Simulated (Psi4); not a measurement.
# Si3H8 (trisilane): a chain of runs

Wanted: a structure relaxation (wB97X-D/def2-SVP), then the harmonic vibrations of Si3H8 (trisilane). 

Program for the calculation: Psi4 1.11.

## Step 1: The system as given

Si3H8 has 11 atoms, charge 0, and is taken as a singlet. As SMILES, `[SiH3][SiH2][SiH3]`. The shape is that of a PBE0-D4/def2-TZVP optimisation. The run starts from this shape.

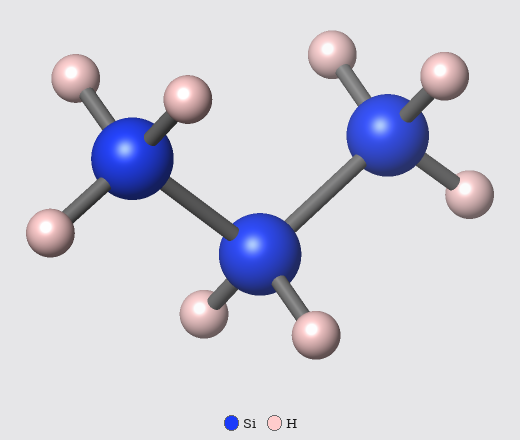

The structure, seen from a chosen angle (silicon blue, hydrogen pink).

## Step 2: A structure relaxation at wB97X-D/def2-SVP (density fitting) (run 1)

job.in

```
memory 1600 MB

molecule m {
  Si    -1.292570     1.366730    -0.525270
  Si    -0.462570    -0.807300    -0.296320
  Si     1.631930    -0.774400     0.742750
  H     -2.625850     1.367720    -1.185120
  H     -0.354030     2.180440    -1.344070
  H     -1.422540     2.000090     0.814640
  H     -0.343400    -1.440160    -1.640160
  H     -1.410380    -1.620800     0.516390
  H      1.515950    -0.154940     2.090430
  H      2.583820     0.031780    -0.068050
  H      2.179610    -2.149160     0.894770
  units angstrom
}

set basis def2-SVP
set reference rks
set geom_maxiter 60

E, wfn = optimize("wb97x-d", return_wfn=True)
```

On the command line:

```bash
$ psi4 -i job.in -o job.out -n 1
```

job.out:

```text
[...]
  Running in c1 symmetry.
[...]
  Nuclear repulsion =  193.117837117706443
[...]
  Multiplicity = 1
[...]
  Nalpha       = 25
  Nbeta        = 25
[...]
    Number of basis functions: 94
[...]
   @DF-RKS iter   1:  -872.96309825770459   -7.07750e-01   1.80211e-03 DIIS/ADIIS
[...]
   @DF-RKS iter   6:  -872.98908733619771   -2.84217e-12   1.82001e-09 DIIS
[...]
  @DF-RKS Final Energy:  -872.98908733619771
   => Energetics <=
    Nuclear Repulsion Energy =            192.4264249036949366
    One-Electron Energy =               -1591.4030692144729073
    Two-Electron Energy =                 573.2471440570568575
    DFT Exchange-Correlation Energy =     -47.2550647168526581
    Empirical Dispersion Energy =          -0.0045223656238607
    VV10 Nonlocal Energy =                  0.0000000000000000
    Total Energy =                       -872.9890873361977128
[...]
 Multipole Moments:
 ------------------------------------------------------------------------------------
     Multipole            Electronic (a.u.)      Nuclear  (a.u.)        Total (a.u.)
 ------------------------------------------------------------------------------------
 L = 1.  Multiply by 2.5417464519 to convert [e a0] to [Debye]
 Dipole X            :         -0.4034002            0.3900822           -0.0133180
 Dipole Y            :         -0.7041798            0.6809386           -0.0232412
 Dipole Z            :         -0.2586676            0.2501371           -0.0085305
 Magnitude           :                                                    0.0281121
[...]
  -Total Gradient:
     Atom            X                  Y                   Z
    ------   -----------------  -----------------  -----------------
       1        0.000018480742    -0.000101869737     0.000000330685
       2        0.000076698452     0.000134115225     0.000049730064
       3       -0.000090191804    -0.000022857381    -0.000045878935
       4       -0.000015476785     0.000022884129    -0.000005633417
       5        0.000002192978     0.000036750998    -0.000016753292
       6       -0.000015155579     0.000035356609     0.000016072390
       7        0.000003693261    -0.000007389134    -0.000022307694
       8       -0.000013898639    -0.000010268013     0.000015973311
       9        0.000023443722     0.000005742281     0.000033163892
      10        0.000039910123     0.000010309446     0.000000286806
      11        0.000025338212    -0.000006488912     0.000010676072
[...]
```

Standard output:

```text
Optimizer: Optimization complete!
```

Wall time 28 s (1 thread of AMD EPYC 7R43 (Zen 3), shared host); peak memory 0.85 GiB.

Step by step:

| step | energy from the first frame kept (eV) | largest force (eV/Å) |
| --- | --- | --- |
| 0 | 0.0000 | 0.0868 |
| 1 | -0.0022 | 0.0341 |
| 2 | -0.0022 | 0.0083 |

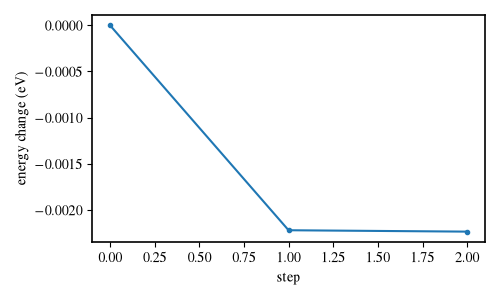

Energy along the run.

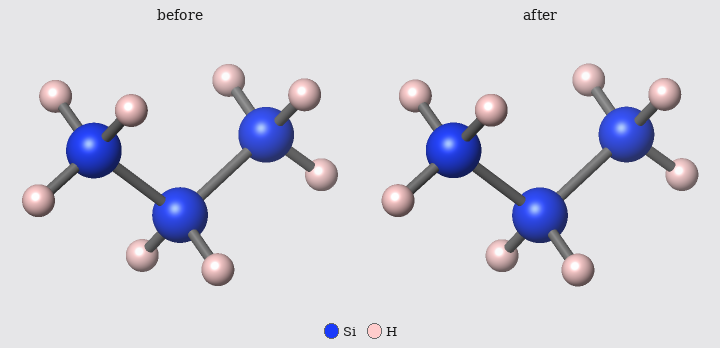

Before and after, at one scale.

After the run. Bond lengths: Si1–Si2 2.348 Å, Si2–Si3 2.348 Å, Si1–H4 1.492 Å, Si1–H5 1.492 Å, Si1–H6 1.492 Å, Si2–H7 1.494 Å, Si2–H8 1.494 Å, Si3–H9 1.492 Å, Si3–H10 1.492 Å, Si3–H11 1.492 Å. Some angles: Si1–Si2–Si3 110.2°, Si1–Si2–H7 109.6°, Si1–Si2–H8 109.6°, Si3–Si2–H7 109.6°, Si3–Si2–H8 109.6°, Si2–Si1–H4 111.2°, Si2–Si1–H5 109.7°, Si2–Si1–H6 109.7°, Si2–Si3–H9 109.7°, Si2–Si3–H10 109.7°.

## Step 3: Vibrational wavenumbers at wB97X-D/def2-SVP (density fitting) (run 2)

input.inp

```
memory 1600 mb

molecule mol {
  0 1
  Si
  Si 1 2.347948
  Si 2 2.347948 1 110.24328
  H 1 1.491607 2 111.18753 3 -179.99829
  H 1 1.492391 4 108.81539 2 120.96861
  H 1 1.492392 4 108.8148 5 118.05537
  H 2 1.494388 3 109.60178 1 120.71855
  H 2 1.494385 7 108.16124 1 119.44661
  H 3 1.49239 2 109.73203 8 -61.0916
  H 3 1.492393 9 108.50496 2 119.88843
  H 3 1.491608 9 108.81549 10 118.25073
}

set globals {
  basis                      def2-SVP
  t                          700.0
  rotational_symmetry_number 2
}

frequencies('wb97x-d')
```

On the command line:

```bash
$ psi4 input.inp input.out -n 1
```

input.out, shortened:

```text
[...]
  Running in c1 symmetry.
[...]
  Nuclear repulsion =  192.426421614871884
[...]
  Multiplicity = 1
[...]
  Nalpha       = 25
  Nbeta        = 25
[...]
    Number of basis functions: 94
[...]
   @DF-RKS iter   1:  -872.96341194015054   -7.32248e-01   1.78959e-03 ADIIS/DIIS
[...]
   @DF-RKS iter   9:  -872.98908600060429   -4.50200e-11   7.58392e-09 DIIS
[...]
  @DF-RKS Final Energy:  -872.98908600060429
   => Energetics <=
    Nuclear Repulsion Energy =            192.4359286821596129
    One-Electron Energy =               -1591.4229579497177838
    Two-Electron Energy =                 573.2579882196417884
    DFT Exchange-Correlation Energy =     -47.2555221876546696
    Empirical Dispersion Energy =          -0.0045227650331533
    VV10 Nonlocal Energy =                  0.0000000000000000
    Total Energy =                       -872.9890860006042885
[...]
  -Total Gradient:
     Atom            X                  Y                   Z
    ------   -----------------  -----------------  -----------------
       1       -0.000000991464     0.000015806284     0.000099598313
       2        0.000011612541    -0.000128506135    -0.000075886699
       3       -0.000144150406     0.000012804698     0.000489743031
       4        0.000000093102     0.000007147579    -0.000025267302
       5       -0.000018441436    -0.000007266942    -0.000034995687
       6        0.000018603088    -0.000007075673    -0.000036742762
       7       -0.000021273728     0.000008301409     0.000005617255
       8        0.000020248236     0.000011734158     0.000004876161
       9        0.000027177454    -0.000028040723     0.000028631002
      10        0.000141813027     0.000058016685     0.000150296148
      11       -0.000040022193    -0.000041478241    -0.000656070021
[...]
  ==> Harmonic Vibrational Analysis <==
[...]
  Freq [cm^-1]                 91.9168             102.1509            104.5505
[...]
  IR activ [km/mol]             0.0000              1.4085              0.0166
[...]
  Freq [cm^-1]                 322.9028            397.4939            431.7484
[...]
  Freq [cm^-1]                 945.9848            947.8032            950.0825
[...]
  Freq [cm^-1]                 954.1603           2229.0378           2233.1451
[...]
  Freq [cm^-1]                2240.8781           2245.5477           2245.6651
[...]
  Freq [cm^-1]                2249.7950           2250.9641           2251.7744
[...]
```

Standard output:

```text
Warning: used thermodynamics relations inappropriate for low-frequency modes: ['91.9168' '102.1509' '104.5505' '322.9028' '397.4939' '431.7484'
 '446.3798' '473.1099' '574.1042' '600.2547']
```

It took 9.5 min on 1 thread of AMD EPYC 7R43 (Zen 3), shared host; peak memory 0.9 GiB.

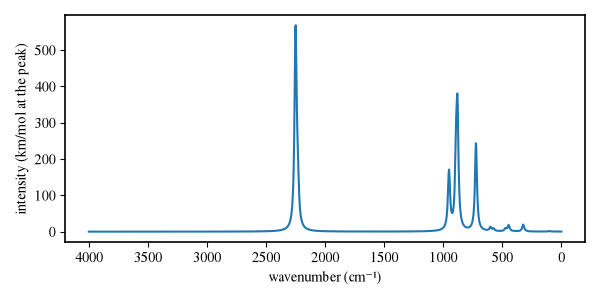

Harmonic infrared spectrum, unscaled, lines broadened by 10 cm⁻¹.

## Step 4: Outcome

| quantity | value |
| --- | --- |
| run 1, wB97X-D/def2-SVP: total energy at the end | -872.98909 Eh |
| run 1, wB97X-D/def2-SVP: dipole moment | 0.07 D |
| run 1, wB97X-D/def2-SVP: HOMO energy | -9.86 eV |
| run 1, wB97X-D/def2-SVP: LUMO energy | 1.67 eV |
| run 1, wB97X-D/def2-SVP: HOMO–LUMO gap | 11.54 eV |
| run 1, wB97X-D/def2-SVP: dispersion energy | -11.87 kJ/mol |
| run 2, wB97X-D/def2-SVP: lowest harmonic wavenumber | 92 cm⁻¹ |
| run 2, wB97X-D/def2-SVP: highest harmonic wavenumber | 2252 cm⁻¹ |
| run 2, wB97X-D/def2-SVP: zero-point energy | 176.0 kJ/mol |
| run 2, wB97X-D/def2-SVP: ideal-gas entropy at 700 K (symmetry number 2 as used) | 113.0 cal/(mol K) |

**Reading.** The optimisation (run 1, wB97X-D/def2-SVP) took 3 steps and changed the energy by -0.002 eV. All 27 modes (run 2, wB97X-D/def2-SVP) are real, so the shape is a minimum at this level.
